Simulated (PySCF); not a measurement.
**C5H5BrOSi: electronic excitations**

Aim: predict the electronic excitations of C5H5BrOSi (`C#C[C@@H]1C(=O)C[Si@@H]1Br`).

The runs use PySCF 2.14.0, with density-fitted response routines of our own; the level of theory stands in each step. All values are computed, except where a source is named. Atoms are numbered from 0 throughout.

**1. The starting structure**

13 atoms, charge 0, multiplicity 1; geometry from: GFN2-xTB.

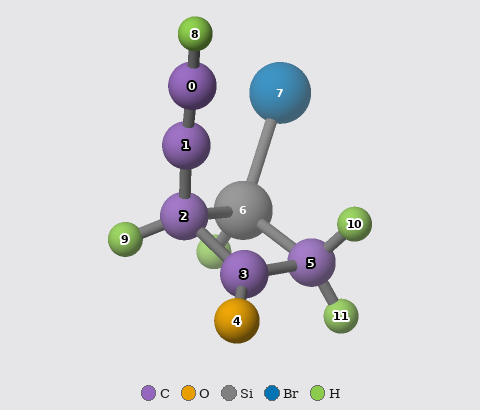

The starting geometry (carbon purple, oxygen amber, silicon grey, bromine blue, hydrogen green), atoms numbered.

**2. Excited states and response: CAM-B3LYP/def2-SVPD**

Job settings and geometry (Å):

```
{"job": {"kind": "uv", "xc": "CAM-B3LYP", "basis": "def2-SVPD", "nstates": 8, "ntriplets": 3}, "charge": 0, "multiplicity": 1}
C      2.632427    -0.518313     0.082192
C      1.487368    -0.573816     0.428974
C      0.092136    -0.568693     0.782589
C     -0.765125    -1.050944    -0.393294
O     -1.065456    -2.171202    -0.678314
C     -1.238016     0.254151    -1.002412
Si    -0.734539     1.158717     0.596385
Br     0.641489     2.870966     0.332580
H      3.644740    -0.499075    -0.189218
H     -0.059163    -1.161955     1.685567
H     -0.610282     0.512210    -1.857066
H     -2.266016     0.221980    -1.355995
H     -1.763951     1.526460     1.550287
```

Level: TDDFT CAM-B3LYP/def2-SVPD, vertical, gas phase, core orbitals frozen in the response.

The run is started by

```
$ OMP_NUM_THREADS=1 python probes_run.py task.json out
```

The driver reads the jobs from task.json and runs them one after another.

What will the session give for the following? lowest singlet (CAM-B3LYP/def2-SVPD); brightest single state of those computed; lowest triplet. Wanted: lowest singlet; brightest single state of those computed; lowest triplet.

The runs gave:

```
                                quantity                        value
    lowest singlet (CAM-B3LYP/def2-SVPD)  4.11 eV (302 nm), f = 0.001
brightest single state of those computed  state 6, 6.63 eV, f = 0.030
                          lowest triplet                      3.64 eV
```

The lowest singlet, at 4.11 eV, is HOMO→LUMO 0.72 and is dark; of the 8 states computed, the strongest absorption comes from state 6 at 6.63 eV. The lowest triplet lies 0.47 eV below the lowest singlet (triplets in Tamm-Dancoff, singlets in full TDDFT).
